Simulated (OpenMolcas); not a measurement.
## AlClO (charge +1): single-point calculation (part 3 of 3)

Continued. System: AlClO, charge +1, multiplicity 2. Method: M06-2X/STO-3G, UKS (OpenMolcas 26.06). The run did not end well. The geometry is that of the parent species in another charge or spin state. The geometry comes from this level: GFN2-xTB.

Geometry of the input (Å):
```
O  0.1075  1.6943  0.2460
Al 0.0093  0.1472  0.0214
Cl -0.1168  -1.8415  -0.2673
```

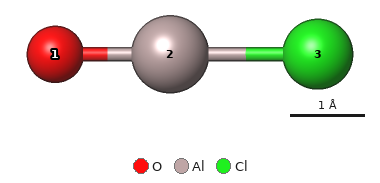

**Figure 1.** The structure as given in the input (ball-and-stick view, seen on its broad side; atoms are numbered from 1 in the order of the input). Sticks mark near contacts.

**The program's output, continued**
```
 149  -768.672559896 -1307.744151221   425.750426564  -4.55E-13    9.02E-07    2.87E-07*    1.14E-06   1.15E+02   QNRc2DIIS    0.
 150  -768.672559896 -1307.744151221   425.750426564   0.00E+00    9.02E-07    2.87E-07*    1.14E-06   1.15E+02   QNRc2DIIS    0.
 151  -768.672559896 -1307.744151221   425.750426564  -7.96E-13    9.02E-07    2.87E-07*    1.14E-06   1.15E+02   QNRc2DIIS    0.
 152  -768.672559896 -1307.744151221   425.750426564  -1.14E-13    9.02E-07    2.87E-07*    1.14E-06   1.15E+02   QNRc2DIIS    0.
 153  -768.672559896 -1307.744151221   425.750426564  -6.82E-13    9.02E-07    2.87E-07*    1.14E-06   1.15E+02   QNRc2DIIS    0.
 154  -768.672559896 -1307.744151221   425.750426564  -1.14E-13    9.02E-07    2.87E-07*    1.14E-06   1.15E+02   QNRc2DIIS    0.
 155  -768.672559896 -1307.744151221   425.750426564  -4.55E-13    9.02E-07    2.87E-07*    1.14E-06   1.15E+02   QNRc2DIIS    0.
 156  -768.672559896 -1307.744151221   425.750426564  -5.68E-13    9.02E-07    2.87E-07*    1.14E-06   1.15E+02   QNRc2DIIS    0.
 157  -768.672559896 -1307.744151221   425.750426564   0.00E+00    9.02E-07    2.87E-07*    1.14E-06   1.15E+02   QNRc2DIIS    0.
 158  -768.672559896 -1307.744151221   425.750426564  -3.41E-13    9.02E-07    2.87E-07*    1.14E-06   1.15E+02   QNRc2DIIS    0.
 159  -768.672559896 -1307.744151221   425.750426564  -5.68E-13    9.02E-07    2.87E-07*    1.14E-06   1.15E+02   QNRc2DIIS    0.
 160  -768.672559896 -1307.744151221   425.750426564  -4.55E-13    9.02E-07    2.87E-07*    1.14E-06   1.15E+02   QNRc2DIIS    0.
 161  -768.672559896 -1307.744151221   425.750426564   0.00E+00    9.02E-07    2.87E-07*    1.14E-06   1.15E+02   QNRc2DIIS    0.
 162  -768.672559896 -1307.744151221   425.750426564  -6.82E-13    9.02E-07    2.87E-07*    1.14E-06   1.15E+02   QNRc2DIIS    0.
 163  -768.672559896 -1307.744151221   425.750426564  -2.27E-13    9.02E-07    2.87E-07*    1.14E-06   1.15E+02   QNRc2DIIS    0.
 164  -768.672559896 -1307.744151221   425.750426564  -3.41E-13    9.02E-07    2.87E-07*    1.14E-06   1.15E+02   QNRc2DIIS    0.
 165  -768.672559896 -1307.744151221   425.750426564  -2.27E-13    9.02E-07    2.87E-07*    1.14E-06   1.15E+02   QNRc2DIIS    0.
 166  -768.672559896 -1307.744151221   425.750426564  -5.68E-13    9.02E-07    2.87E-07*    1.14E-06   1.15E+02   QNRc2DIIS    0.
 167  -768.672559896 -1307.744151221   425.750426564  -1.14E-13    9.02E-07    2.87E-07*    1.14E-06   1.15E+02   QNRc2DIIS    0.
 168  -768.672559896 -1307.744151221   425.750426564  -7.96E-13    9.02E-07    2.87E-07*    1.14E-06   1.15E+02   QNRc2DIIS    0.
 169  -768.672559896 -1307.744151221   425.750426564   0.00E+00    9.02E-07    2.87E-07*    1.14E-06   1.15E+02   QNRc2DIIS    0.
 170  -768.672559896 -1307.744151221   425.750426564  -9.09E-13    6.32E-01*   2.87E-07*    1.14E-06   1.15E+02   QNRc2DIIS    0.
 171  -768.672544256 -1307.743988814   425.750279798   1.56E-05*   1.90E-02*   1.36E-03*    7.28E-01   1.15E+02   QNRc2DIIS    0.
 172  -768.672542480 -1307.743979173   425.750271933   1.78E-06*   5.15E-01*   1.44E-03*    2.09E-02   1.15E+02   QNRc2DIIS    0.
 173  -768.672559782 -1307.744144077   425.750419535  -1.73E-05*   3.39E+00*   6.69E-05*    5.87E-01   1.15E+02   QNRc2DIIS    0.
 174  -768.667190585 -1307.741639119   425.753283774   5.37E-03*   3.04E+00*   2.15E-02*    2.42E+00   1.15E+02   QNRc2DIIS    0.
 175  -768.672559895 -1307.744151219   425.750426564  -5.37E-03*   1.29E+00*   5.48E-07*    2.39E+00   1.15E+02   QNRc2DIIS    0.
 176  -768.670277643 -1307.744067609   425.752625206   2.28E-03*   9.52E-01*   1.88E-02*    1.64E+00   1.15E+02   QNRc2DIIS    0.
 177  -768.672379745 -1307.744156723   425.750612218  -2.10E-03*   3.58E-01*   5.53E-03*    1.25E+00   1.15E+02   QNRc2DIIS    0.
 178  -768.672559044 -1307.744151058   425.750427253  -1.79E-04*   2.23E-02*   3.75E-04*    4.63E-01   1.15E+02   QNRc2DIIS    0.
 179  -768.672559895 -1307.744151261   425.750426606  -8.51E-07*   4.82E-05*   1.98E-06*    2.80E-02   1.15E+02   QNRc2DIIS    0.
 180  -768.672559895 -1307.744151052   425.750426397  -2.23E-11    4.46E-05*   1.94E-06*    6.05E-05   1.15E+02   QNRc2DIIS    0.
 181  -768.672559895 -1307.744151249   425.750426594  -1.80E-11    3.18E-04*   1.94E-06*    5.61E-05   1.15E+02   QNRc2DIIS    0.
 182  -768.672559895 -1307.744150742   425.750426087  -1.14E-10*   9.45E-05*   1.69E-06*    3.99E-04   1.15E+02   QNRc2DIIS    0.
 183  -768.672559895 -1307.744150980   425.750426325  -3.98E-11    3.63E-04*   2.12E-06*    1.19E-04   1.15E+02   QNRc2DIIS    0.
 184  -768.672559895 -1307.744150823   425.750426168  -1.39E-10*   2.55E-04*   2.39E-06*    4.57E-04   1.15E+02   QNRc2DIIS    0.
 185  -768.672559895 -1307.744150745   425.750426090  -1.02E-10*   2.52E-04*   2.45E-06*    3.20E-04   1.15E+02   QNRc2DIIS    0.
 186  -768.672559895 -1307.744150781   425.750426126  -1.00E-10*   3.30E-04*   2.48E-06*    3.18E-04   1.15E+02   QNRc2DIIS    0.
 187  -768.672559895 -1307.744150867   425.750426211   1.28E-10*   1.32E-04*   2.30E-06*    4.15E-04   1.15E+02   QNRc2DIIS    0.
 188  -768.672559895 -1307.744150878   425.750426223  -5.29E-11    1.37E-04*   2.30E-06*    1.66E-04   1.15E+02   QNRc2DIIS    0.
 189  -768.672559895 -1307.744150861   425.750426206  -5.42E-11    8.95E-05*   2.31E-06*    1.72E-04   1.15E+02   QNRc2DIIS    0.
 190  -768.672559895 -1307.744150871   425.750426215  -3.59E-11    5.68E-05*   2.31E-06*    1.13E-04   1.15E+02   QNRc2DIIS    0.
 191  -768.672559895 -1307.744150882   425.750426226  -2.29E-11    1.83E-05*   2.30E-06*    7.15E-05   1.15E+02   QNRc2DIIS    0.
 192  -768.672559895 -1307.744150906   425.750426250  -7.62E-12    8.68E-05*   2.29E-06*    2.30E-05   1.15E+02   QNRc2DIIS    0.
 193  -768.672559895 -1307.744150908   425.750426253  -3.49E-11    7.78E-05*   2.28E-06*    1.09E-04   1.15E+02   QNRc2DIIS    0.
 194  -768.672559895 -1307.744150912   425.750426256  -3.07E-11    6.60E-05*   2.28E-06*    9.80E-05   1.15E+02   QNRc2DIIS    0.
 195  -768.672559895 -1307.744150916   425.750426260  -2.67E-11    6.13E-05*   2.28E-06*    8.31E-05   1.15E+02   QNRc2DIIS    0.
 196  -768.672559895 -1307.744150920   425.750426264  -2.46E-11    6.21E-05*   2.28E-06*    7.71E-05   1.15E+02   QNRc2DIIS    0.
 197  -768.672559895 -1307.744150922   425.750426266  -2.48E-11    7.09E-05*   2.28E-06*    7.82E-05   1.15E+02   QNRc2DIIS    0.
 198  -768.672559895 -1307.744150924   425.750426268  -2.84E-11    6.77E-05*   2.28E-06*    8.92E-05   1.15E+02   QNRc2DIIS    0.
 199  -768.672559895 -1307.744150925   425.750426269  -2.71E-11    6.57E-05*   2.28E-06*    8.52E-05   1.15E+02   QNRc2DIIS    0.
 200  -768.672559895 -1307.744150926   425.750426271  -2.63E-11    6.56E-05*   2.28E-06*    8.27E-05   1.15E+02   QNRc2DIIS    0.
 201  -768.672559895 -1307.744150927   425.750426272  -2.63E-11    6.64E-05*   2.28E-06*    8.26E-05   1.15E+02   QNRc2DIIS    0.
 202  -768.672559895 -1307.744150928   425.750426272  -2.63E-11    6.73E-05*   2.28E-06*    8.36E-05   1.15E+02   QNRc2DIIS    0.
 203  -768.672559895 -1307.744150928   425.750426273  -2.73E-11    6.65E-05*   2.28E-06*    8.47E-05   1.15E+02   QNRc2DIIS    0.
 204  -768.672559895 -1307.744150929   425.750426273  -2.64E-11    3.79E-01*   2.28E-06*    8.38E-05   1.15E+02   QNRc2DIIS    0.
 205  -768.672557351 -1307.744090384   425.750368273   2.54E-06*   1.31E+00*   5.11E-04*    4.55E-01   1.15E+02   QNRc2DIIS    0.
 206  -768.671945441 -1307.743170355   425.750060154   6.12E-04*   1.69E+00*   7.12E-03*    1.33E+00   1.15E+02   QNRc2DIIS    0.
 207  -768.672559892 -1307.744151655   425.750427002  -6.14E-04*   3.07E-03*   4.77E-06*    1.62E+00   1.15E+02   QNRc2DIIS    0.
 208  -768.672559891 -1307.744151257   425.750426605   1.14E-09*   5.34E-03*   3.91E-06*    3.85E-03   1.15E+02   QNRc2DIIS    0.
 209  -768.672559893 -1307.744151258   425.750426605  -2.20E-09*   2.85E-03*   1.65E-06*    6.71E-03   1.15E+02   QNRc2DIIS    0.
 210  -768.672559892 -1307.744151250   425.750426597   1.14E-09*   5.13E-03*   1.67E-06*    3.59E-03   1.15E+02   QNRc2DIIS    0.
 211  -768.672559894 -1307.744150973   425.750426318  -2.01E-09*   7.12E-03*   2.08E-06*    6.45E-03   1.15E+02   QNRc2DIIS    0.
 212  -768.672559897 -1307.744150596   425.750425939  -2.62E-09*   1.09E-02*   7.54E-06*    8.96E-03   1.15E+02   QNRc2DIIS    0.
 213  -768.672559901 -1307.744149081   425.750424419  -4.36E-09*   9.19E-03*   7.70E-06*    1.38E-02   1.15E+02   QNRc2DIIS    0.
 214  -768.672559905 -1307.744149207   425.750424542  -3.96E-09*   1.23E-02*   8.11E-06*    1.16E-02   1.15E+02   QNRc2DIIS    0.
 215  -768.672559911 -1307.744148633   425.750423962  -5.55E-09*   7.18E-02*   9.16E-06*    1.56E-02   1.15E+02   QNRc2DIIS    0.
 216  -768.672559873 -1307.744147448   425.750422815   3.77E-08*   1.16E-01*   3.44E-05*    9.04E-02   1.15E+02   QNRc2DIIS    0.
 217  -768.672559699 -1307.744139290   425.750414830   1.74E-07*   8.73E-02*   1.19E-04*    1.43E-01   1.15E+02   QNRc2DIIS    0.
 218  -768.672559857 -1307.744147361   425.750422743  -1.58E-07*   5.20E-02*   3.72E-05*    1.07E-01   1.15E+02   QNRc2DIIS    0.
 219  -768.672559890 -1307.744150637   425.750425987  -3.26E-08*   2.56E-03*   9.99E-06*    6.49E-02   1.15E+02   QNRc2DIIS    0.
 220  -768.672559890 -1307.744149743   425.750425093  -6.03E-10*   2.86E-04*   1.28E-05*    3.21E-03   1.15E+02   QNRc2DIIS    0.
 221  -768.672559890 -1307.744149814   425.750425163   6.82E-11*   9.14E-04*   1.25E-05*    3.60E-04   1.15E+02   QNRc2DIIS    0.
 222  -768.672559890 -1307.744150042   425.750425392   3.35E-10*   6.10E-02*   1.23E-05*    1.15E-03   1.15E+02   QNRc2DIIS    0.
 223  -768.672559914 -1307.744148395   425.750423721  -2.41E-08*   5.14E-01*   2.55E-05*    7.70E-02   1.15E+02   QNRc2DIIS    0.
 224  -768.672553788 -1307.744066706   425.750348158   6.13E-06*   4.36E-01*   8.43E-04*    6.11E-01   1.15E+02   QNRc2DIIS    0.
 225  -768.672559883 -1307.744150098   425.750425455  -6.09E-06*   3.47E-03*   1.29E-05*    5.15E-01   1.15E+02   QNRc2DIIS    0.
 226  -768.672559881 -1307.744150022   425.750425381   1.51E-09*   9.45E-03*   1.29E-05*    4.34E-03   1.15E+02   QNRc2DIIS    0.
 227  -768.672559877 -1307.744149874   425.750425237   4.46E-09*   1.27E-02*   1.38E-05*    1.18E-02   1.15E+02   QNRc2DIIS    0.
 228  -768.672559870 -1307.744149675   425.750425045   6.74E-09*   5.53E-02*   1.62E-05*    1.59E-02   1.15E+02   QNRc2DIIS    0.
 229  -768.672559895 -1307.744149972   425.750425317  -2.47E-08*   6.03E-02*   1.34E-05*    6.93E-02   1.15E+02   QNRc2DIIS    0.
 230  -768.672559917 -1307.744147155   425.750422478  -2.23E-08*   5.49E-03*   3.61E-05*    7.63E-02   1.15E+02   QNRc2DIIS    0.
 231  -768.672559919 -1307.744146543   425.750421864  -1.98E-09*   7.14E-03*   3.96E-05*    7.01E-03   1.15E+02   QNRc2DIIS    0.
 232  -768.672559916 -1307.744147057   425.750422380   2.85E-09*   1.14E-02*   3.56E-05*    9.10E-03   1.15E+02   QNRc2DIIS    0.
 233  -768.672559920 -1307.744146080   425.750421400  -4.09E-09*   6.11E-01*   4.30E-05*    1.46E-02   1.15E+02   QNRc2DIIS    0.
 234  -768.672552013 -1307.744044463   425.750327690   7.91E-06*   5.59E-01*   9.31E-04*    7.19E-01   1.15E+02   QNRc2DIIS    0.
 235  -768.672559901 -1307.744149003   425.750424342  -7.89E-06*   1.04E-02*   1.75E-05*    6.54E-01   1.15E+02   QNRc2DIIS    0.
 236  -768.672559897 -1307.744149451   425.750424794   3.84E-09*   2.17E-02*   1.53E-05*    1.31E-02   1.15E+02   QNRc2DIIS    0.
 237  -768.672559889 -1307.744149837   425.750425188   8.24E-09*   9.07E-03*   1.28E-05*    2.73E-02   1.15E+02   QNRc2DIIS    0.
 238  -768.672559885 -1307.744149908   425.750425263   3.70E-09*   4.78E-02*   1.27E-05*    1.14E-02   1.15E+02   QNRc2DIIS    0.
 239  -768.672559859 -1307.744148951   425.750424331   2.59E-08*   1.22E-01*   2.25E-05*    5.96E-02   1.15E+02   QNRc2DIIS    0.
 240  -768.672559914 -1307.744147680   425.750423006  -5.43E-08*   8.19E-03*   3.00E-05*    1.53E-01   1.15E+02   QNRc2DIIS    0.
 241  -768.672559916 -1307.744146947   425.750422270  -2.79E-09*   6.47E-03*   3.53E-05*    1.04E-02   1.15E+02   QNRc2DIIS    0.
 242  -768.672559919 -1307.744146552   425.750421873  -2.95E-09*   3.57E-03*   3.82E-05*    8.25E-03   1.15E+02   QNRc2DIIS    0.
 243  -768.672559918 -1307.744146833   425.750422155   1.31E-09*   1.34E-02*   3.58E-05*    4.55E-03   1.15E+02   QNRc2DIIS    0.
 244  -768.672559915 -1307.744143795   425.750419119   3.14E-09*   1.52E-01*   5.68E-05*    1.71E-02   1.15E+02   QNRc2DIIS    0.
 245  -768.672559832 -1307.744144012   425.750419419   8.28E-08*   5.64E-02*   6.53E-05*    1.91E-01   1.15E+02   QNRc2DIIS    0.
 246  -768.672559879 -1307.744147434   425.750422794  -4.69E-08*   1.51E-02*   3.70E-05*    7.03E-02   1.15E+02   QNRc2DIIS    0.
 247  -768.672559889 -1307.744148155   425.750423506  -1.00E-08*   1.91E-02*   2.75E-05*    1.90E-02   1.15E+02   QNRc2DIIS    0.
 248  -768.672559899 -1307.744148799   425.750424139  -1.04E-08*   1.90E-02*   1.88E-05*    2.41E-02   1.15E+02   QNRc2DIIS    0.
 249  -768.672559908 -1307.744148661   425.750423993  -8.40E-09*   7.88E-03*   1.93E-05*    2.40E-02   1.15E+02   QNRc2DIIS    0.
 250  -768.672559912 -1307.744148730   425.750424058  -3.95E-09*   3.09E-01*   1.94E-05*    1.00E-02   1.15E+02   QNRc2DIIS    0.
 251  -768.672558974 -1307.744117190   425.750393456   9.38E-07*   3.05E-01*   2.99E-04*    3.78E-01   1.15E+02   QNRc2DIIS    0.
 252  -768.672559911 -1307.744149728   425.750425056  -9.37E-07*   2.49E-02*   1.44E-05*    3.73E-01   1.15E+02   QNRc2DIIS    0.
 253  -768.672559900 -1307.744149482   425.750424821   1.10E-08*   1.30E-02*   1.25E-05*    3.15E-02   1.15E+02   QNRc2DIIS    0.
 254  -768.672559906 -1307.744149813   425.750425147  -5.76E-09*   8.69E-03*   1.19E-05*    1.64E-02   1.15E+02   QNRc2DIIS    0.
 255  -768.672559910 -1307.744149548   425.750424878  -3.93E-09*   5.49E-03*   1.29E-05*    1.10E-02   1.15E+02   QNRc2DIIS    0.
 256  -768.672559912 -1307.744149412   425.750424739  -2.63E-09*   1.57E-01*   1.38E-05*    6.97E-03   1.15E+02   QNRc2DIIS    0.
 257  -768.672559786 -1307.744142480   425.750417933   1.26E-07*   9.51E-02*   8.15E-05*    1.96E-01   1.15E+02   QNRc2DIIS    0.
 258  -768.672559884 -1307.744149860   425.750425215  -9.82E-08*   1.59E-02*   2.09E-05*    1.18E-01   1.15E+02   QNRc2DIIS    0.
 259  -768.672559891 -1307.744149047   425.750424396  -6.68E-09*   7.58E-03*   1.98E-05*    2.00E-02   1.15E+02   QNRc2DIIS    0.
 260  -768.672559887 -1307.744149052   425.750424404   3.41E-09*   4.54E-02*   2.12E-05*    9.52E-03   1.15E+02   QNRc2DIIS    0.
 261  -768.672559907 -1307.744148931   425.750424264  -2.00E-08*   1.54E-02*   1.78E-05*    5.73E-02   1.15E+02   QNRc2DIIS    0.
 262  -768.672559915 -1307.744148567   425.750423892  -7.11E-09*   2.06E-01*   2.11E-05*    1.95E-02   1.15E+02   QNRc2DIIS    0.
 263  -768.672559675 -1307.744137595   425.750413160   2.40E-07*   2.13E-01*   1.30E-04*    2.56E-01   1.15E+02   QNRc2DIIS    0.
 264  -768.672559919 -1307.744148610   425.750423931  -2.44E-07*   2.50E-02*   2.04E-05*    2.64E-01   1.15E+02   QNRc2DIIS    0.
 265  -768.672559934 -1307.744147576   425.750422882  -1.49E-08*   1.71E-02*   2.92E-05*    3.19E-02   1.15E+02   QNRc2DIIS    0.
 266  -768.672559946 -1307.744146553   425.750421848  -1.19E-08*   1.23E-03*   3.74E-05*    2.19E-02   1.15E+02   QNRc2DIIS    0.
 267  -768.672559944 -1307.744146511   425.750421806   1.33E-09*   1.01E-02*   3.76E-05*    1.57E-03   1.15E+02   QNRc2DIIS    0.
 268  -768.672559937 -1307.744147193   425.750422495   7.03E-09*   1.36E-01*   3.24E-05*    1.30E-02   1.15E+02   QNRc2DIIS    0.
 269  -768.672559863 -1307.744147272   425.750422648   7.38E-08*   1.76E-02*   3.98E-05*    1.72E-01   1.15E+02   QNRc2DIIS    0.
 270  -768.672559821 -1307.744142430   425.750417848   4.23E-08*   1.69E-02*   8.16E-05*    2.19E-02   1.15E+02   QNRc2DIIS    0.
 271  -768.672559794 -1307.744140994   425.750416440   2.67E-08*   1.86E-01*   9.56E-05*    2.09E-02   1.15E+02   QNRc2DIIS    0.
 272  -768.672559945 -1307.744145496   425.750420790  -1.51E-07*   2.48E-02*   4.58E-05*    2.34E-01   1.15E+02   QNRc2DIIS    0.
 273  -768.672559962 -1307.744143436   425.750418714  -1.69E-08*   1.02E-01*   6.33E-05*    3.19E-02   1.15E+02   QNRc2DIIS    0.
 274  -768.672559982 -1307.744130480   425.750405738  -1.98E-08*   7.92E-02*   1.76E-04*    1.32E-01   1.15E+02   QNRc2DIIS    0.
 275  -768.672559998 -1307.744143752   425.750418994  -1.60E-08*   3.25E-02*   5.98E-05*    1.03E-01   1.15E+02   QNRc2DIIS    0.
 276  -768.672559963 -1307.744145654   425.750420931   3.53E-08*   1.18E-01*   4.46E-05*    4.20E-02   1.15E+02   QNRc2DIIS    0.
 277  -768.672559882 -1307.744146289   425.750421647   8.05E-08*   8.04E-02*   4.39E-05*    1.51E-01   1.15E+02   QNRc2DIIS    0.
 278  -768.672559778 -1307.744139304   425.750414765   1.04E-07*   3.82E-02*   1.09E-04*    1.00E-01   1.15E+02   QNRc2DIIS    0.
 279  -768.672559843 -1307.744143307   425.750418704  -6.44E-08*   4.07E-03*   7.23E-05*    4.74E-02   1.15E+02   QNRc2DIIS    0.
 280  -768.672559848 -1307.744143683   425.750419075  -5.15E-09*   1.48E-01*   6.87E-05*    5.08E-03   1.15E+02   QNRc2DIIS    0.
 281  -768.672559959 -1307.744146975   425.750422256  -1.11E-07*   7.61E-03*   3.26E-05*    1.88E-01   1.15E+02   QNRc2DIIS    0.
 282  -768.672559952 -1307.744147530   425.750422817   6.31E-09*   2.41E-02*   2.78E-05*    9.78E-03   1.15E+02   QNRc2DIIS    0.
 283  -768.672559977 -1307.744146336   425.750421599  -2.41E-08*   1.19E-02*   3.71E-05*    3.10E-02   1.15E+02   QNRc2DIIS    0.
 284  -768.672559990 -1307.744145584   425.750420834  -1.32E-08*   1.71E-01*   4.33E-05*    1.54E-02   1.15E+02   QNRc2DIIS    0.
 285  -768.672559866 -1307.744145835   425.750421209   1.24E-07*   5.90E-03*   4.89E-05*    2.17E-01   1.15E+02   QNRc2DIIS    0.
 286  -768.672559862 -1307.744145673   425.750421051   3.85E-09*   9.17E-02*   5.07E-05*    7.36E-03   1.15E+02   QNRc2DIIS    0.
 287  -768.672559909 -1307.744146576   425.750421907  -4.75E-08*   3.79E-02*   3.91E-05*    1.16E-01   1.15E+02   QNRc2DIIS    0.
 288  -768.672559890 -1307.744146743   425.750422093   1.97E-08*   4.76E-01*   4.16E-05*    4.81E-02   1.15E+02   QNRc2DIIS    0.
 289  -768.672557049 -1307.744060393   425.750338584   2.84E-06*   1.22E-01*   7.94E-04*    6.22E-01   1.15E+02   QNRc2DIIS    0.
 290  -768.672559235 -1307.744097482   425.750373487  -2.19E-06*   9.37E-02*   4.63E-04*    1.64E-01   1.15E+02   QNRc2DIIS    0.
 291  -768.672559864 -1307.744120476   425.750395851  -6.29E-07*   3.13E-01*   2.61E-04*    1.25E-01   1.15E+02   QNRc2DIIS    0.
 292  -768.672559861 -1307.744145335   425.750420714   3.60E-09*   1.35E-02*   5.30E-05*    4.02E-01   1.15E+02   QNRc2DIIS    0.
 293  -768.672559871 -1307.744146023   425.750421392  -1.04E-08*   6.24E-02*   4.62E-05*    1.69E-02   1.15E+02   QNRc2DIIS    0.
 294  -768.672559814 -1307.744143273   425.750418698   5.73E-08*   1.05E-03*   7.58E-05*    7.75E-02   1.15E+02   QNRc2DIIS    0.
 295  -768.672559800 -1307.744141810   425.750417250   1.41E-08*   1.63E-01*   8.97E-05*    1.31E-03   1.15E+02   QNRc2DIIS    0.
 296  -768.672559911 -1307.744143969   425.750419298  -1.12E-07*   6.72E-02*   6.12E-05*    2.04E-01   1.15E+02   QNRc2DIIS    0.
 297  -768.672559888 -1307.744146566   425.750421918   2.39E-08*   8.70E-02*   4.17E-05*    8.53E-02   1.15E+02   QNRc2DIIS    0.
 298  -768.672559827 -1307.744144184   425.750419596   6.00E-08*   6.01E-02*   6.81E-05*    1.09E-01   1.15E+02   QNRc2DIIS    0.
```

**What the run reported**

| quantity | value |
| --- | --- |
| outcome | stopped at the time limit |
| basis functions | 23 |
| wall time | 90 s |
| peak memory | 0.37 GiB |

**What went wrong**

The run was cut off by its time limit, so the output is incomplete.
